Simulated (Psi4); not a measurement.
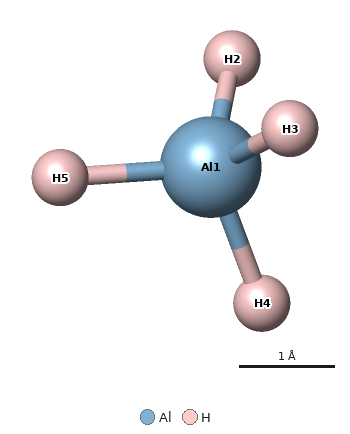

*The structure as given in the input (ball-and-stick view, seen at a tilt; atoms are numbered from 1 in the order of the input). Sticks mark near contacts.*

Bond lengths as drawn: Al–H 1.63 Å.

## AlH₄ (charge −1): excited-state calculation

- system: AlH₄, charge −1, SMILES [H][Al-]([H])([H])[H]
- method: TDDFT (BLYP)/def2-SVPD, RKS, ZORA (Psi4 1.11)

The run did not end well. The geometry comes from this level: GFN2-xTB.

The input (run.py)
```python
import psi4

psi4.set_memory(1600000000)
psi4.set_num_threads(1)
psi4.set_output_file('output.dat', False)

molecule = psi4.geometry("""
-1 1
Al
H 1 1.627245
H 1 1.628289 2 109.34962
H 1 1.627879 2 109.44175 3 -119.7145
H 1 1.628243 2 109.58748 3 120.04885
units angstrom
symmetry c1
""")

psi4.set_options({
    'basis': 'def2-SVPD',
    'save_jk': True,
    'maxiter': 2,
    'fail_on_maxiter': False,
    'relativistic': 'zora',
})

from psi4.driver.procrouting.response.scf_response import tdscf_excitations
e_tot, wfn = psi4.energy("blyp", molecule=molecule, return_wfn=True)
states = tdscf_excitations(wfn, states=6, tda=False)
for k, s in enumerate(states, 1):
    print(f"root {k}: {s['EXCITATION ENERGY'] * 27.211386:.4f} eV  f = {s['OSCILLATOR STRENGTH (LEN)']:.4f}  {s['SYMMETRY']}")
print(f'total energy {e_tot:.8f} hartree = {e_tot * 27.211386:.5f} eV')
```

Run as:
```bash
python run.py
```

Output
```
Psi4 1.11 release

Relativistic analytic gradients are not implemented yet, re-routing to finite differences.

   => Loading Basis Set <=

    Name: DEF2-SVPD
    Role: ORBITAL
    Keyword: BASIS

         ---------------------------------------------------------
                                   SCF
                              RKS Reference
                        1 Threads,   1525 MiB Core
         ---------------------------------------------------------

  ==> Geometry <==

    Molecular point group: c1
    Full point group: C1

    Geometry (in Angstrom), charge = -1, multiplicity = 1:

       Center              X                  Y                   Z               Mass
    ------------   -----------------  -----------------  -----------------  -----------------
         AL           0.000174289919    -0.000236500206    -0.000001398666    26.981538530000
         H            0.000174289919    -0.000236500206     1.627243601334     1.007825032230
         H            0.000174289919     1.536077556005    -0.539505048524     1.007825032230
         H           -1.333032895708    -0.761131686792    -0.541838231914     1.007825032230
         H            1.328018218085    -0.768377774526    -0.545862875752     1.007825032230

  Running in c1 symmetry.

  Rotational constants: A =      2.37033  B =      2.36588  C =      2.36450 [cm^-1]
  Rotational constants: A =  71060.68579  B =  70927.34101  C =  70885.77898 [MHz]
  Nuclear repulsion =   18.097725914209153

  Charge       = -1
  Multiplicity = 1
  Electrons    = 18
  Nalpha       = 9
  Nbeta        = 9

  ==> Algorithm <==

  SCF Algorithm Type is DF.
  DIIS enabled.
  MOM disabled.
  Fractional occupation disabled.
  Guess Type is SAD.
  Energy threshold   = 1.00e-06
  Density threshold  = 1.00e-06
  Integral threshold = 1.00e-12

  ==> Primary Basis <==

  Basis Set: DEF2-SVPD
    Blend: DEF2-SVPD
    Number of shells: 26
    Number of basis functions: 56
    Number of Cartesian functions: 58
    Spherical Harmonics?: true
    Max angular momentum: 2

  ==> DFT Potential <==

   => LibXC <=

    Version 7.1.2

   => Composite Functional: BLYP <=

    BLYP GGA Exchange-Correlation Functional

    Deriv               =              1
    GGA                 =           TRUE
    Meta                =          FALSE

    Exchange Hybrid     =          FALSE
    MP2 Hybrid          =          FALSE

   => Exchange Functionals <=

    1.0000     XC_GGA_X_B88

   => Correlation Functionals <=

    1.0000     XC_GGA_C_LYP

   => LibXC Density Thresholds  <==

    XC_GGA_C_LYP:  1.00E-14
    XC_GGA_X_B88:  1.00E-15

   => Molecular Quadrature <=

    Radial Scheme          =       TREUTLER
    Pruning Scheme         =           NONE
    Nuclear Scheme         =       TREUTLER

    Blocking Scheme        =         OCTREE
    BS radius alpha        =              1
    Pruning alpha          =              1
    Radial Points          =             75
    Spherical Points       =            302
    Total Points           =         110399
    Total Blocks           =            878
    Max Points             =            256
    Max Functions          =             56
    Weights Tolerance      =       1.00E-15

   => Loading Basis Set <=

    Name: (DEF2-SVPD AUX)
    Role: JKFIT
    Keyword: DF_BASIS_SCF

  ==> Integral Setup <==

  DFHelper Memory: AOs need 0.006 GiB; user supplied 0.944 GiB.
  SCF_SUBTYPE=INCORE selected. In-core MEM_DF algorithm will be used.
  Using in-core AOs.

  ==> MemDFJK: Density-Fitted J/K Matrices <==

    J tasked:                   Yes
    K tasked:                    No
    wK tasked:                   No
    Memory [MiB]:               966
    Algorithm:                 Core
    Schwarz Cutoff:           1E-12
    Mask sparsity (%):       0.0000
    Fitting Condition:        1E-10

   => Auxiliary Basis Set <=

  Basis Set: (DEF2-SVPD AUX)
    Blend: DEF2-UNIVERSAL-JKFIT
    Number of shells: 62
    Number of basis functions: 200
    Number of Cartesian functions: 235
    Spherical Harmonics?: true
    Max angular momentum: 4

  Cached 100.0% of DFT collocation blocks in 0.174 [GiB].

 OEINTS: Using relativistic (ZORA) kinetic integrals.

        ____  ____  ___  ___
       /_  / / __ \/ _ \/ _ |
        / /_/ /_/ / , _/ __ |
       /___/\____/_/|_/_/ |_|
      ========================

  ==> ZORA Details <==
    Total number of grid points: 1241815
    Total number of batches: 8277
    Using 1 thread(s)

  Minimum eigenvalue in the overlap matrix is 1.9839488881E-03.
  Reciprocal condition number of the overlap matrix is 3.4349257666E-04.
    Using symmetric orthogonalization.

  ==> Pre-Iterations <==

  SCF Guess: Superposition of Atomic Densities via on-the-fly atomic UHF (no occupation information).

   -------------------------
    Irrep   Nso     Nmo
   -------------------------
     A         56      56
   -------------------------
    Total      56      56
   -------------------------

  ==> Iterations <==

                           Total Energy        Delta E     RMS |[F,P]|

   @DF-RKS iter SAD:  -244.92740228011812   -2.44927e+02   0.00000e+00
   @DF-RKS iter   1:  -245.28110464027105   -3.53702e-01   5.68608e-03 ADIIS/DIIS
   @DF-RKS iter   2:  -245.31359577661928   -3.24911e-02   5.06811e-03 ADIIS/DIIS

PsiException: Could not converge SCF iterations in 2 iterations.

  Energy and/or wave function did not converge, but proceeding anyway.

  ==> Post-Iterations <==

   Electrons on quadrature grid:
      Ntotal   =   17.9999993861 ; deviation = -6.139e-07

    Orbital Energies [Eh]
    ---------------------

    Doubly Occupied:

       1A    -55.478366     2A     -3.721692     3A     -2.316812
       4A     -2.316802     5A     -2.316791     6A     -0.161340
       7A     -0.039604     8A     -0.039444     9A     -0.039257

    Virtual:

      10A      0.141017    11A      0.200080    12A      0.200194
      13A      0.200306    14A      0.221538    15A      0.221544
      16A      0.278970    17A      0.279021    18A      0.279108
      19A      0.292089    20A      0.352496    21A      0.352558
      22A      0.352594    23A      0.366951    24A      0.417371
      25A      0.417407    26A      0.425576    27A      0.425651
      28A      0.425844    29A      0.542547    30A      0.542594
      31A      0.542614    32A      0.581794    33A      0.664652
      34A      0.665020    35A      0.665475    36A      0.830337
      37A      0.830484    38A      0.830686    39A      0.852613
      40A      0.852675    41A      1.029763    42A      1.109926
      43A      1.110201    44A      1.110391    45A      1.797806
      46A      1.797932    47A      1.797989    48A      1.914235
      49A      1.914581    50A      1.915286    51A      1.979522
      52A      1.979653    53A      2.025638    54A      2.295688
      55A      2.296194    56A      2.296524

    Final Occupation by Irrep:
              A
    DOCC [     9 ]
    NA   [     9 ]
    NB   [     9 ]

  @DF-RKS Final Energy:  -245.31359577661928

   => Energetics <=

    Nuclear Repulsion Energy =             18.0977259142091533
    One-Electron Energy =                -376.8251174967874704
    Two-Electron Energy =                 133.4047140995762959
    DFT Exchange-Correlation Energy =     -19.9909182936172662
    Empirical Dispersion Energy =           0.0000000000000000
    VV10 Nonlocal Energy =                  0.0000000000000000
    Total Energy =                       -245.3135957766192803

Computation Completed

Properties will be evaluated at   0.000000,   0.000000,   0.000000 [a0]

Properties computed using the SCF density matrix

 Multipole Moments:

 ------------------------------------------------------------------------------------
     Multipole            Electronic (a.u.)      Nuclear  (a.u.)        Total (a.u.)
 ------------------------------------------------------------------------------------

 L = 1.  Multiply by 2.5417464519 to convert [e a0] to [Debye]
 Dipole X            :          0.0082174           -0.0045360            0.0036815
 Dipole Y            :         -0.0113180            0.0061550           -0.0051630
 Dipole Z            :          0.0001742            0.0000364            0.0002106
 Magnitude           :                                                    0.0063446

 ------------------------------------------------------------------------------------

	total time  =          8 seconds =       0.13 minutes

******************************************************************************************
**********                               WARNING                                **********
**********       The names of excited state variables changed between 1.5       **********
**********     and 1.6. For a quick solution, remove the symmetry specifier     **********
**********   from the variable name. For full details, see 'Notes on Psivars'   **********
**********                        in the documentation.                         **********
******************************************************************************************

         ---------------------------------------------------------
                         TDSCF excitation energies
         ---------------------------------------------------------

  ==> Options <==

     Residual threshold  : 1.0000e-04
     Initial guess       : denominators
     Reference           : RHF
     Solver type         : RPA (Hamiltonian)

  ==> Requested Excitations <==

      6 singlet states with A symmetry

  ==> Seeking the lowest 6 singlet states with A symmetry

                        Generalized Hamiltonian Solver

  ==> Options <==

    Max number of iterations        = 60
    Eigenvector tolerance           = 1.0000e-04
    Max number of expansion vectors = 1200

  => Iterations <=
                              Max[D[value]]     Max[|R|]   # vectors
  HamiltonianSolver iter   1:   2.40375e-01  3.06522e-02     24
  HamiltonianSolver iter   2:   5.47272e-04  1.35059e-02     30
  HamiltonianSolver iter   3:   2.83234e-05  4.14718e-03     42
  HamiltonianSolver iter   4:   3.81899e-06  1.35214e-03     54
  HamiltonianSolver iter   5:   4.60419e-07  2.86814e-04     66
  HamiltonianSolver iter   6:   2.08876e-08  8.34645e-05     78      Converged

******************************************************************************************
**********                               WARNING                                **********
**********  Length-gauge rotatory strengths are **NOT** gauge-origin invariant  **********
******************************************************************************************

                                    Excitation Energy         Total Energy        Oscillator Strength             Rotatory Strength
     #   Sym: GS->ES (Trans)        au              eV              au          au (length)    au (velocity)    au (length)    au (velocity)
    ---- -------------------- --------------- --------------- --------------- --------------- --------------- --------------- ---------------
     1        A->A (1 A)       0.18201         4.95274        -245.13159       0.0632          0.1068         -0.0000         -0.0000
     2        A->A (1 A)       0.18220         4.95783        -245.13140       0.0632          0.1066         -0.0000         -0.0000
     3        A->A (1 A)       0.18236         4.96222        -245.13124       0.0632          0.1066          0.0000          0.0000
     4        A->A (1 A)       0.23971         6.52296        -245.07388       0.0000          0.0000          0.0000          0.0001
     5        A->A (1 A)       0.23986         6.52688        -245.07374       0.0000          0.0000         -0.0001         -0.0001
     6        A->A (1 A)       0.24001         6.53108        -245.07358       0.0000          0.0000          0.0000          0.0000

Contributing excitations and de-excitations
Only contributions with abs(coeff) > 1.00e-01 will be printed:

Excited State    1 (1 A):   0.18201 au   250.33 nm f = 0.0632
  Sums of squares: Xssq =  1.000227e+00; Yssq =  2.265768e-04; Xssq - Yssq =  1.000000e+00
      9a  ->  10a     0.999049 (99.810%)

Excited State    2 (1 A):   0.18220 au   250.08 nm f = 0.0632
  Sums of squares: Xssq =  1.000226e+00; Yssq =  2.264256e-04; Xssq - Yssq =  1.000000e+00
      8a  ->  10a     0.999050 (99.810%)

Excited State    3 (1 A):   0.18236 au   249.86 nm f = 0.0632
  Sums of squares: Xssq =  1.000226e+00; Yssq =  2.264606e-04; Xssq - Yssq =  1.000000e+00
      7a  ->  10a     0.999048 (99.810%)

Excited State    4 (1 A):   0.23971 au   190.07 nm f = 0.0000
  Sums of squares: Xssq =  1.000089e+00; Yssq =  8.893625e-05; Xssq - Yssq =  1.000000e+00
      8a  ->  11a     0.700621 (49.087%)
      9a  ->  12a     0.711351 (50.602%)

Excited State    5 (1 A):   0.23986 au   189.96 nm f = 0.0000
  Sums of squares: Xssq =  1.000090e+00; Yssq =  8.968694e-05; Xssq - Yssq =  1.000000e+00
      7a  ->  11a    -0.695002 (48.303%)
      9a  ->  13a     0.716983 (51.407%)

Excited State    6 (1 A):   0.24001 au   189.84 nm f = 0.0000
  Sums of squares: Xssq =  1.000090e+00; Yssq =  8.990644e-05; Xssq - Yssq =  1.000000e+00
      7a  ->  12a    -0.699948 (48.993%)
      8a  ->  13a    -0.710011 (50.412%)

******************************************************************************************
**********                               WARNING                                **********
**********       The names of excited state variables changed between 1.5       **********
**********     and 1.6. For a quick solution, remove the symmetry specifier     **********
**********   from the variable name. For full details, see 'Notes on Psivars'   **********
**********                        in the documentation.                         **********
******************************************************************************************
```

What the run reported

```json
{"quantity": "outcome", "value": "not converged"}
{"quantity": "basis functions", "value": "56"}
{"quantity": "hardware", "value": "1 thread of Intel Xeon (Granite Rapids), 192 GiB of memory available, shared host"}
{"quantity": "wall time", "value": "17 s"}
{"quantity": "peak memory", "value": "0.53 GiB"}
```

What went wrong

Some settings of this run were drawn to be unusual or wrong (maxiter set to 2; fail_on_maxiter set to false). The run did not converge: “PsiException: Could not converge SCF iterations in 2 iterations.” Its last values are not results.
